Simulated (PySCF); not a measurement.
## C4H7FSi: one change and its effect

System: C4H7FSi.
Method of the first run: TDDFT PBE0/def2-SVP, vertical, gas phase, core orbitals frozen in the response (PySCF 2.14.0).

The geometry comes from this level: PBE0-D3(BJ)/def2-SVP. Text and figures count atoms from 1; the logs count them from 0 in places.

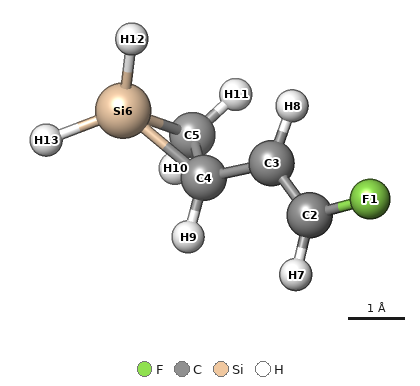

**Figure 1.** The structure (ball-and-stick view, seen at a tilt; atoms are numbered from 1 in the order of the input).

**Input file, the first run**
```
{"job": {"kind": "uv", "xc": "PBE0", "basis": "def2-SVP"}, "charge": 0, "multiplicity": 1}
F      3.243391     0.562492    -1.070121
C      2.273089     0.430959    -0.163871
C      1.024186     0.118924    -0.504743
C     -0.088661    -0.014081     0.451636
C     -1.128831    -1.131922     0.225801
Si    -1.829382     0.576223     0.033675
H      2.619366     0.613102     0.858555
H      0.818826    -0.041661    -1.569400
H      0.204918     0.122007     1.500219
H     -1.394295    -1.731806     1.102797
H     -0.981435    -1.745497    -0.670255
H     -2.082517     1.090035    -1.334945
H     -2.677726     1.149401     1.108136
```

The first line tells a small driver script what to run in PySCF; the rest is the geometry in Å.

Command:
```bash
OMP_NUM_THREADS=1 python <driver script> task.json out
```

Hardware: 1 CPU thread, shared host.

**Output (the first run)**
```
coarse grid: 11400 points
cycle   1  E = -545.0811009731  dE =  6.434e-01  |g| = 5.115e-01  |ddm| = 3.702e+00
cycle   2  E = -545.0264279205  dE =  5.467e-02  |g| = 7.020e-01  |ddm| = 1.251e+00
cycle   3  E = -545.1372875151  dE = -1.109e-01  |g| = 8.427e-02  |ddm| = 7.777e-01
cycle   4  E = -545.1388267722  dE = -1.539e-03  |g| = 4.293e-02  |ddm| = 1.451e-01
cycle   5  E = -545.1392239541  dE = -3.972e-04  |g| = 9.451e-03  |ddm| = 5.128e-02
cycle   6  E = -545.1392431907  dE = -1.924e-05  |g| = 2.855e-03  |ddm| = 1.223e-02
cycle   7  E = -545.1392452430  dE = -2.052e-06  |g| = 3.331e-04  |ddm| = 3.298e-03
final grid: 105968 points
cycle   8  E = -545.2112494706  dE = -1.855e-05  |g| = 6.530e-03  |ddm| = 2.262e-02
cycle   9  E = -545.2112374271  dE =  1.204e-05  |g| = 9.469e-03  |ddm| = 1.706e-02
cycle  10  E = -545.2112606527  dE = -2.323e-05  |g| = 1.142e-03  |ddm| = 1.107e-02
cycle  11  E = -545.2112609674  dE = -3.147e-07  |g| = 2.392e-04  |ddm| = 1.494e-03
cycle  12  E = -545.2112609814  dE = -1.407e-08  |g| = 8.083e-05  |ddm| = 3.204e-04
cycle  13  E = -545.2112609829  dE = -1.506e-09  |g| = 1.501e-05  |ddm| = 8.981e-05
cycle  14  E = -545.2112609830  dE = -7.162e-11  |g| = 3.962e-06  |ddm| = 2.865e-05
converged SCF energy = -545.2112609830

Static polarisability (au): isotropic 70.385, principal 55.967 58.751 96.439

Singlet excitations
state   eV       nm        f      main configurations
  1   5.7862    214.3   0.25945   H->L 0.86, H->L+1 0.10
  2   6.2783    197.5   0.07383   H->L+1 0.67, H->L+2 0.10, H->L+3 0.08
  3   6.3667    194.7   0.04713   H->L+2 0.84
  4   6.7212    184.5   0.02540   H->L+3 0.80, H-1->L 0.12
  5   6.9352    178.8   0.07058   H-1->L 0.62, H->L+4 0.11, H->L+1 0.11
  6   7.4421    166.6   0.21696   H-1->L+1 0.69, H-1->L+2 0.14
  7   7.4971    165.4   0.02540   H->L+4 0.50, H->L+5 0.30
  8   7.6165    162.8   0.05884   H-1->L+2 0.53, H->L+4 0.15, H->L+5 0.14
  9   7.7227    160.5   0.04707   H->L+5 0.43, H-1->L+2 0.27, H->L+4 0.13
 10   7.9669    155.6   0.06278   H-1->L+3 0.83, H->L+5 0.09

Triplet excitations (Tamm-Dancoff, eV): 3.9628 4.8311 6.0428 6.1154
```

The input of the second run differs as follows (lines with − go, lines with + come):
```diff
-"basis": "def2-SVP"
+"basis": "def2-TZVP"
```

How does the second run compare with the first run?

The total energy of the second run is 244.7 kcal/mol lower, which measures the change of basis and not a stability. The LUMO goes from 0.23 to −0.09 eV. The dipole moment goes from 1.83 to 1.92 D. The lowest excitation goes from 5.79 to 5.39 eV. The strongest computed line goes from 5.79 to 6.02 eV. The number of SCF iterations is the same. The basis functions go from 123 to 234.

**Output (the second run)**
```
coarse grid: 11400 points
cycle   1  E = -545.5463198681  dE =  6.800e-01  |g| = 5.381e-01  |ddm| = 2.781e+00
cycle   2  E = -545.4790582441  dE =  6.726e-02  |g| = 7.638e-01  |ddm| = 1.132e+00
cycle   3  E = -545.6057037098  dE = -1.266e-01  |g| = 9.069e-02  |ddm| = 6.919e-01
cycle   4  E = -545.6073106888  dE = -1.607e-03  |g| = 5.150e-02  |ddm| = 1.249e-01
cycle   5  E = -545.6078531970  dE = -5.425e-04  |g| = 1.163e-02  |ddm| = 5.060e-02
cycle   6  E = -545.6078788468  dE = -2.565e-05  |g| = 3.628e-03  |ddm| = 1.160e-02
cycle   7  E = -545.6078818662  dE = -3.019e-06  |g| = 4.864e-04  |ddm| = 3.037e-03
final grid: 105968 points
cycle   8  E = -545.6012277557  dE = -5.364e-05  |g| = 6.823e-03  |ddm| = 6.885e-02
cycle   9  E = -545.6012161693  dE =  1.159e-05  |g| = 9.409e-03  |ddm| = 1.288e-02
cycle  10  E = -545.6012390485  dE = -2.288e-05  |g| = 1.363e-03  |ddm| = 7.915e-03
cycle  11  E = -545.6012394426  dE = -3.941e-07  |g| = 3.926e-04  |ddm| = 1.652e-03
cycle  12  E = -545.6012394768  dE = -3.415e-08  |g| = 1.317e-04  |ddm| = 4.161e-04
cycle  13  E = -545.6012394809  dE = -4.132e-09  |g| = 2.667e-05  |ddm| = 1.192e-04
cycle  14  E = -545.6012394811  dE = -1.820e-10  |g| = 6.063e-06  |ddm| = 3.380e-05
converged SCF energy = -545.6012394811

Static polarisability (au): isotropic 77.846, principal 62.945 65.548 105.045

Singlet excitations
state   eV       nm        f      main configurations
  1   5.3949    229.8   0.18219   H->L 0.91
  2   5.9819    207.3   0.00686   H->L+2 0.77, H->L+1 0.17
  3   6.0160    206.1   0.18436   H->L+1 0.62, H->L+2 0.19
  4   6.4281    192.9   0.01543   H->L+3 0.89
  5   6.5311    189.8   0.04362   H-1->L 0.76, H->L+4 0.17
  6   6.9171    179.2   0.02521   H->L+4 0.71, H-1->L 0.11
  7   7.1029    174.6   0.14362   H-1->L+1 0.60, H->L+5 0.20, H-1->L+2 0.14
  8   7.1711    172.9   0.12194   H->L+5 0.58, H-1->L+1 0.22
  9   7.2540    170.9   0.03543   H-1->L+2 0.74, H->L+5 0.12
 10   7.6526    162.0   0.02476   H-1->L+3 0.75, H->L+7 0.09

Triplet excitations (Tamm-Dancoff, eV): 3.8958 4.5705 5.7597 5.8077
```

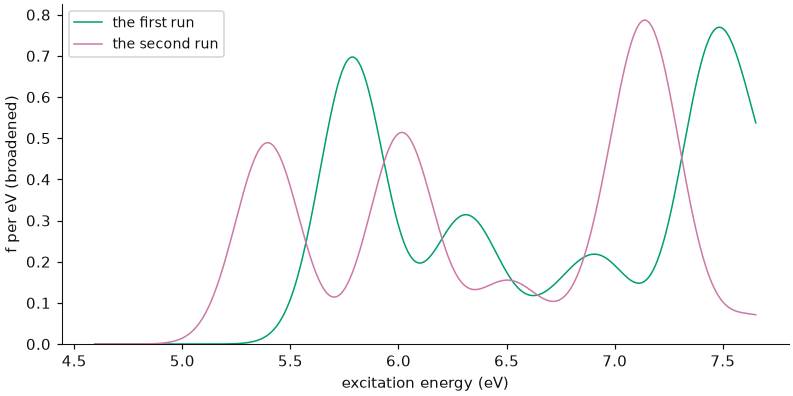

**Figure 2.** Absorption of the two runs from their computed states, each broadened by a Gaussian of 0.35 eV full width; the range ends where the shorter list of states ends.

**The two runs side by side**

```tsv
quantity	the first run	the second run
outcome	converged	converged
total energy (hartree)	−545.211261	−545.601239
HOMO (eV)	−6.28	−6.32
LUMO (eV)	0.23	−0.09
dipole moment (D)	1.83	1.92
lowest excitation (eV)	5.79	5.39
SCF iterations	14	14
strongest computed line (eV)	5.79	6.02
basis functions	123	234
wall time (shared host)	15 s	40 s
```
